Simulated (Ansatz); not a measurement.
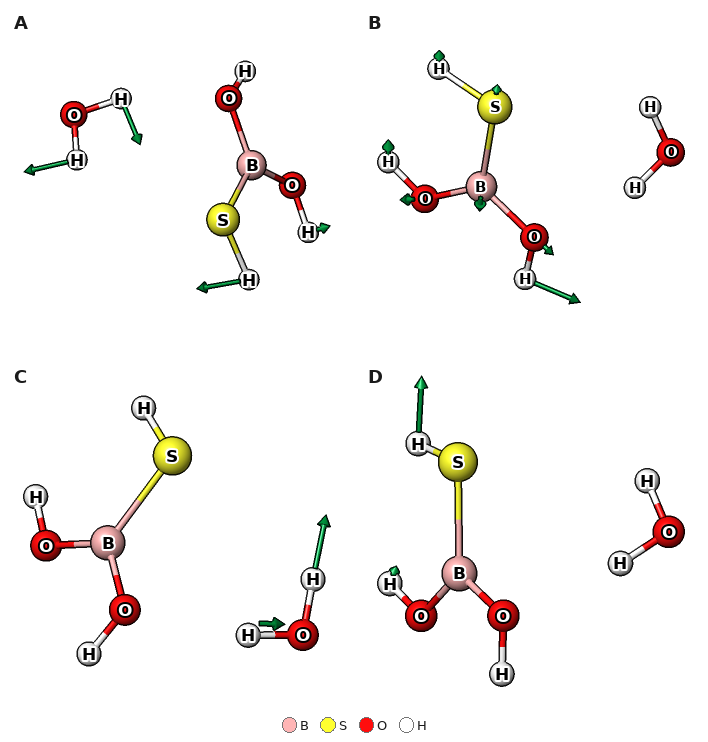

4 normal modes of one molecule or complex, as arrows. Harmonic vibrations computed with RKS PBE0-D4/def2-TZVP (Ansatz 0.2.0) at a stationary point of the same level.

Match the panels to the wavenumbers 274 cm⁻¹, 640 cm⁻¹, 837 cm⁻¹, 3920 cm⁻¹.

Answer. A: 274 cm⁻¹
B: 640 cm⁻¹
C: 3920 cm⁻¹, out-of-phase stretching of 2 O–H bonds
D: 837 cm⁻¹, B–S–H bending
